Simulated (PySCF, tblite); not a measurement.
# C3H4BO radical: geometry, infrared bands and EPR parameters

Wanted: the infrared bands and EPR parameters of C3H4BO radical (`C#CBO[CH2]`), by calculation.

The runs use tblite 0.8.0 and PySCF 2.14.0, with density-fitted response routines of our own; the level of theory stands in each step. All values are computed, except where a source is named. Atoms count from 0, in the outputs and in this text.

## Step 1: Starting geometry

9 atoms, charge 0, multiplicity 2; geometry from: force field or distance geometry start.

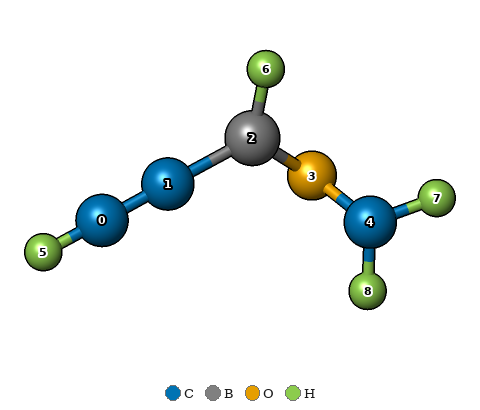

The starting geometry (carbon blue, boron grey, oxygen amber, hydrogen green), atoms numbered.

## Step 2: Relaxing the molecule with GFN2-xTB

What the job is given:

```
{"job": {"kind": "relax", "xc": "GFN2-xTB", "basis": "xTB"}, "charge": 0, "multiplicity": 2}
C     -2.254200     0.157800     1.355400
C     -1.375000    -0.203000     0.625400
B     -0.222900    -0.679500    -0.280100
O      1.148600    -0.666900     0.189800
C      1.682300     0.542400    -0.217600
H     -3.051600     0.483300     1.987000
H     -0.485800    -1.129900    -1.346900
H      2.576800     0.362600    -0.861800
H      1.995400     1.139100     0.659700
```

The run is started by

```
OMP_NUM_THREADS=1 python probes_run.py task.json out
```

This one command runs all jobs of the session in turn.

**Question.** This job is followed by: GFN2-xTB harmonic vibrations, gas phase; UKS B3LYP, pcH-1 on B C H O, non-relativistic, mean-field spin-orbit, GIAO. Predict these results of the whole session: strongest single infrared mode (GFN2-xTB); zero-point energy (GFN2-xTB); g(iso) (B3LYP); ⟨S²⟩; largest a(iso) (averaged by class); potential on the surface of density 0.002 e/bohr³, 1st and 99th percentile.

The runs gave:

| quantity | value |
| --- | --- |
| strongest single infrared mode (GFN2-xTB) | 1185 cm⁻¹, 226 km/mol |
| zero-point energy (GFN2-xTB) | 36.5 kcal/mol |
| g(iso) (B3LYP) | 2.00260 |
| ⟨S²⟩ | 0.755 (exact 0.75) |
| largest a(iso) (averaged by class) | 13C on C4, 84.9 MHz |
| potential on the surface of density 0.002 e/bohr³, 1st and 99th percentile | -0.85 V and 1.65 V |

The optimisation took 61 steps and gained 1.451 eV; among the close pairs (by a distance rule), B2–O3 changed most, from 1.450 to 1.359 Å. No mode is imaginary among the 21: a minimum at this level. The strongest single mode, at 1185 cm⁻¹, is spread over several atoms, B2, H6, O3, H8 among them. GFN2-xTB is a fitted tight-binding method: band positions and strengths are rough. Its intensities can rank the bands wrongly. Most of the unpaired spin sits on C4 (0.93 e). The isotropic g lies 0.3 ppt above the free-electron value. These values are for one conformer; the search (at its own cheap level) found 2 more, at 0.00, 0.77 kcal/mol (those within 0.05 may be mirror or relabelled copies), and measured spectra average over such forms.
